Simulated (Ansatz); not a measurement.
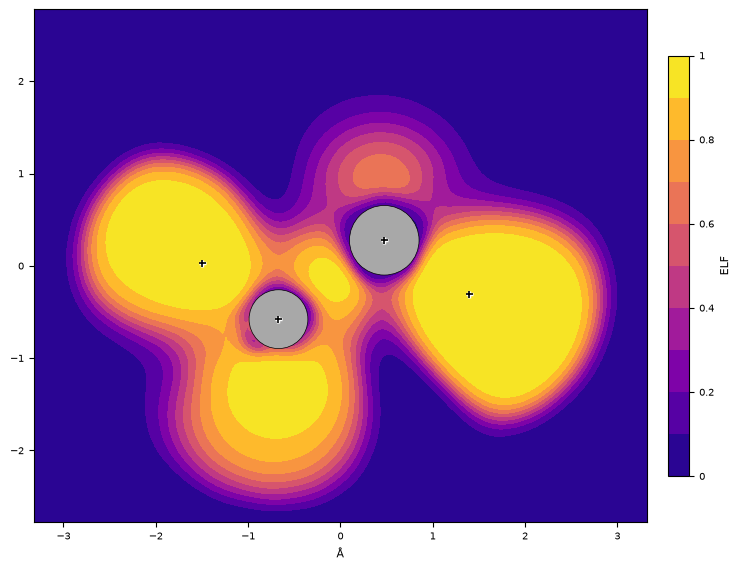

The electron localisation function on a plane through atoms (crosses mark nuclei in the plane; grey discs cover the cores).

Theory: Ansatz, isolated molecule in a Gaussian basis; Hartree-Fock.

Candidates:
A. CH4N (SMILES C[NH]) (doublet)
B. ClH2OSi (SMILES O[SiH]Cl) (doublet)
C. H5NSn (SMILES [NH2][SnH3])

Which system is this?

Answer. Candidate A: CH4N on the plane of atoms C1, N2 and H6, which holds C, N and H. C–N (1.43 Å): the ELF peaks at about 0.95 between the atoms, as expected for a covalent bond. N–H (1.02 Å): the ELF climbs to about 1 towards the hydrogen, as it does in any bond to H: an ordinary covalent bond to hydrogen.
